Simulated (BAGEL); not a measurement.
# doublet NOF+ at 3 levels

We compute a comparison of 3 runs (ROHF/6-31G*, ROHF/def2-TZVPP, UHF/def2-TZVPP) of doublet NOF+. 

The calculation is run with BAGEL 1.2.2.

4 further runs of the same task are left out: 1 that didn't finish, 3 set aside as unsound or not needed. Runs told in other sessions of the task aren't counted.

**1. The molecule**

NOF+ has 3 atoms, charge +1, and is taken as a doublet. As SMILES of the parent species, `O=NF`. The shape is that of a PBE0-D4/def2-TZVP optimisation. That shape belongs to the parent species and isn't relaxed for this state.

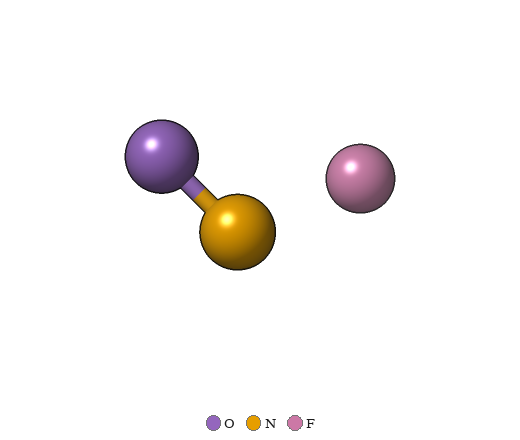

Viewed from a chosen angle; oxygen purple, nitrogen amber, fluorine pink.

**2. The energy at ROHF/6-31G(d) (density fitting with cc-pvqz-jkfit, spherical functions) (run 1)**

input.json

```json
{ "bagel": [

{
  "title": "molecule",
  "basis": "6-31gs.json",
  "df_basis": "cc-pvqz-jkfit",
  "angstrom": "true",
  "geometry": [
    { "atom": "O", "xyz": [    0.868350,    0.242970,    0.504740 ] },
    { "atom": "N", "xyz": [    0.148930,   -0.482540,    0.029910 ] },
    { "atom": "F", "xyz": [   -1.017290,    0.239580,   -0.534650 ] }
  ]
},
{
  "title": "rohf",
  "charge": 1,
  "nopen": 1
},
{
  "title": "print",
  "file": "orbitals.molden",
  "orbitals": "true"
}

]}
```

The basis set 6-31G* is read from a file made from the Basis Set Exchange's data (not shown).

Run with:

```sh
$ BAGEL_NUM_THREADS=1 BAGEL input.json > input.out
```

The log of the run:

```text
* using 1 threads per process

  ===============================================================
  ===============================================================

  *** Geometry ***

  { "atom" : "O", "xyz" : [      1.640944,      0.459147,      0.953820 ] },
  { "atom" : "N", "xyz" : [      0.281437,     -0.911868,      0.056522 ] },
  { "atom" : "F", "xyz" : [     -1.922399,      0.452741,     -1.010342 ] },

  Number of auxiliary basis functions:      318

  Since a DF basis is specified, we compute 2- and 3-index integrals:
    o Being stored without compression. Storage requirement is 0.004 GB

  Number of basis functions:       42
  Number of electrons      :       24

    * METHOD: MOLECULE                             0.06

  *** Open-shell HF ***

  === Nuclear Repulsion ===
    66.4729216950

      * DIIS with orbital gradients will be used.

  === ROHF iteration (6-31gs.json) ===
      0       -227.93425072          0.07843797           0.02
      1       -227.98428975          0.07682420           0.02
      2       -228.01510592          0.06914787           0.02
      3       -228.14402299          0.00712605           0.02
      4       -228.14652326          0.00381441           0.02
      5       -228.14858104          0.00187515           0.02
      6       -228.14941869          0.00119584           0.02
      7       -228.14990323          0.00088478           0.02
      8       -228.15025867          0.00062833           0.02
      9       -228.15048130          0.00050840           0.02
     10       -228.15065729          0.00047607           0.02
     11       -228.15072951          0.00046009           0.02
     12       -228.15083725          0.00045946           0.02
     13       -228.15089591          0.00044888           0.02
     14       -228.15097935          0.00044618           0.02
     15       -228.15100105          0.00042861           0.02
[... 33 lines of this table left out ...]
     49       -228.15235395          0.00000008           0.02
     50       -228.15235411          0.00000006           0.02
     51       -228.15235400          0.00000007           0.02
     52       -228.15235392          0.00000005           0.02
     53       -228.15235404          0.00000002           0.02
     54       -228.15235408          0.00000001           0.02
     55       -228.15235408          0.00000001           0.02
     56       -228.15235410          0.00000001           0.02
    * SCF iteration converged.

    * S^2 (ROHF) is 0.7500

    * Permanent dipole moment:
           (   -0.410813,     0.327939,    -0.190921) a.u.

    * METHOD: ROHF                                 1.06

    * METHOD: PRINT                                0.01

  ===============================================================
```

Wall time 1.2 s (1 thread of Arm Neoverse V1, shared host).

**3. A single-point energy at ROHF/def2-TZVPP (density fitting with cc-pvqz-jkfit) (run 2)**

hf.json

```json
{ "bagel": [

{
  "title": "molecule",
  "basis": "tzvpp",
  "df_basis": "cc-pvqz-jkfit",
  "angstrom": "true",
  "geometry": [
    { "atom": "O", "xyz": [       0.868350,       0.242970,       0.504740 ] },
    { "atom": "N", "xyz": [       0.148930,      -0.482540,       0.029910 ] },
    { "atom": "F", "xyz": [      -1.017290,       0.239580,      -0.534650 ] }
  ]
},

{ "title": "rohf", "charge": 1, "nopen": 1 },

{ "title": "print", "file": "orbitals.molden", "orbitals": "true" }

]}
```

Run with:

```sh
$ BAGEL_NUM_THREADS=1 BAGEL hf.json > hf.out
```

The log of the run:

```text
* using 1 threads per process

  ===============================================================
  ===============================================================

  *** Geometry ***

  { "atom" : "O", "xyz" : [      1.640944,      0.459147,      0.953820 ] },
  { "atom" : "N", "xyz" : [      0.281437,     -0.911868,      0.056522 ] },
  { "atom" : "F", "xyz" : [     -1.922399,      0.452741,     -1.010342 ] },

  Number of auxiliary basis functions:      318

  Since a DF basis is specified, we compute 2- and 3-index integrals:
    o Being stored without compression. Storage requirement is 0.022 GB

  Number of basis functions:       93
  Number of electrons      :       24

    * METHOD: MOLECULE                             0.11

  *** Open-shell HF ***

  === Nuclear Repulsion ===
    66.4729216950

      * DIIS with orbital gradients will be used.

  === ROHF iteration (tzvpp) ===
      0       -227.94932244          0.05971327           0.05
      1       -227.97564791          0.06575788           0.05
      2       -228.00285516          0.06183318           0.05
      3       -228.24816673          0.00532240           0.05
      4       -228.25130515          0.00318155           0.05
      5       -228.25374889          0.00151993           0.05
      6       -228.25496565          0.00094776           0.05
      7       -228.25566867          0.00067999           0.05
      8       -228.25615590          0.00046747           0.05
      9       -228.25645087          0.00034789           0.05
     10       -228.25667132          0.00031783           0.05
     11       -228.25675503          0.00029747           0.05
     12       -228.25689635          0.00029132           0.05
     13       -228.25694545          0.00027665           0.05
     14       -228.25703125          0.00026583           0.05
     15       -228.25704772          0.00024244           0.05
[... 39 lines of this table left out ...]
     55       -228.25815745          0.00000007           0.05
     56       -228.25815770          0.00000005           0.05
     57       -228.25815751          0.00000005           0.05
     58       -228.25815751          0.00000005           0.05
     59       -228.25815774          0.00000002           0.05
     60       -228.25815775          0.00000001           0.05
     61       -228.25815777          0.00000001           0.05
     62       -228.25815779          0.00000001           0.05
    * SCF iteration converged.

    * S^2 (ROHF) is 0.7500

    * Permanent dipole moment:
           (   -0.440725,     0.318204,    -0.208455) a.u.

    * METHOD: ROHF                                 3.29

    * METHOD: PRINT                                0.02

  ===============================================================
```

Wall time 3.6 s (1 thread of Arm Neoverse V1, shared host).

**4. The energy at UHF/def2-TZVPP (density fitting with cc-pvqz-jkfit) (run 3)**

job.json

```json
{ "bagel" : [

{
  "title" : "molecule",
  "basis" : "tzvpp",
  "df_basis" : "cc-pvqz-jkfit",
  "angstrom" : true,
  "geometry" : [
    { "atom" : "O", "xyz" : [    0.868350,    0.242970,    0.504740 ] },
    { "atom" : "N", "xyz" : [    0.148930,   -0.482540,    0.029910 ] },
    { "atom" : "F", "xyz" : [   -1.017290,    0.239580,   -0.534650 ] }
  ]
},
{ "title" : "uhf", "charge" : 1, "nopen" : 1 },
{ "title" : "print", "file" : "orbitals.molden", "orbitals" : true }

]}
```

Run with:

```sh
$ BAGEL_NUM_THREADS=1 BAGEL job.json > job.out
```

The log of the run:

```text
* using 1 threads per process

  ===============================================================
  ===============================================================

  *** Geometry ***

  { "atom" : "O", "xyz" : [      1.640944,      0.459147,      0.953820 ] },
  { "atom" : "N", "xyz" : [      0.281437,     -0.911868,      0.056522 ] },
  { "atom" : "F", "xyz" : [     -1.922399,      0.452741,     -1.010342 ] },

  Number of auxiliary basis functions:      318

  Since a DF basis is specified, we compute 2- and 3-index integrals:
    o Being stored without compression. Storage requirement is 0.022 GB

  Number of basis functions:       93
  Number of electrons      :       24

    * METHOD: MOLECULE                             0.11

  *** Open-shell HF ***

  === Nuclear Repulsion ===
    66.4729216950

      * DIIS with orbital gradients will be used.

  === UHF iteration (tzvpp) ===
      0       -227.94932244          0.05971327           0.05
      1       -227.99493771          0.06483886           0.05
      2       -228.03891999          0.05959096           0.05
      3       -228.26785670          0.00545154           0.05
      4       -228.27562705          0.00301604           0.05
      5       -228.28142249          0.00191024           0.05
      6       -228.28518123          0.00125855           0.05
      7       -228.28744997          0.00086064           0.05
      8       -228.28891396          0.00059128           0.05
      9       -228.28960472          0.00050465           0.05
     10       -228.29094484          0.00040741           0.05
     11       -228.29153352          0.00027405           0.05
     12       -228.29182069          0.00024238           0.05
     13       -228.29225888          0.00016868           0.05
     14       -228.29237842          0.00011515           0.05
     15       -228.29255559          0.00008840           0.05
     16       -228.29262518          0.00005933           0.05
     17       -228.29266341          0.00003402           0.05
     18       -228.29268095          0.00002283           0.05
     19       -228.29268617          0.00001475           0.05
     20       -228.29268800          0.00000996           0.05
     21       -228.29268886          0.00000633           0.05
     22       -228.29268948          0.00000555           0.05
     23       -228.29268997          0.00000360           0.05
     24       -228.29269038          0.00000185           0.05
     25       -228.29269042          0.00000166           0.05
     26       -228.29269048          0.00000113           0.05
     27       -228.29269048          0.00000103           0.05
     28       -228.29269050          0.00000072           0.05
     29       -228.29269050          0.00000059           0.05
     30       -228.29269050          0.00000031           0.05
     31       -228.29269050          0.00000021           0.05
     32       -228.29269051          0.00000017           0.05
     33       -228.29269051          0.00000013           0.05
     34       -228.29269051          0.00000006           0.05
     35       -228.29269051          0.00000005           0.05
     36       -228.29269051          0.00000003           0.05
     37       -228.29269051          0.00000003           0.05
     38       -228.29269051          0.00000002           0.05
     39       -228.29269051          0.00000002           0.05
     40       -228.29269051          0.00000001           0.05
     41       -228.29269051          0.00000001           0.05
     42       -228.29269051          0.00000001           0.05
    * SCF iteration converged.

    * S^2 (UHF) is 1.0211

    * Permanent dipole moment:
           (   -0.605652,     0.198263,    -0.312297) a.u.

    * METHOD: UHF                                  2.18

    * METHOD: PRINT                                0.02

  ===============================================================
```

Run time: 2.5 s. Hardware: 1 thread of Arm Neoverse V1, shared host.

**5. All runs side by side**

| run | level | energy (Eh) | ⟨S²⟩ | wall time |
| --- | --- | --- | --- | --- |
| 1 | ROHF/6-31G* (density fitting with cc-pvqz-jkfit, spherical functions) | -228.152354 | 0.750 | 1.2 s |
| 2 | ROHF/def2-TZVPP (density fitting with cc-pvqz-jkfit) | -228.258158 | 0.750 | 3.6 s |
| 3 | UHF/def2-TZVPP (density fitting with cc-pvqz-jkfit) | -228.292691 | 1.021 | 2.5 s |

**6. Results**

```
           quantity          value
run 3: total energy  -228.29269 Eh
        run 3: ⟨S²⟩          1.021
```

In words: Spin contamination of the reference: run 3 ⟨S²⟩ = 1.02. All runs together took 7.3 s, the longest 3.6 s.
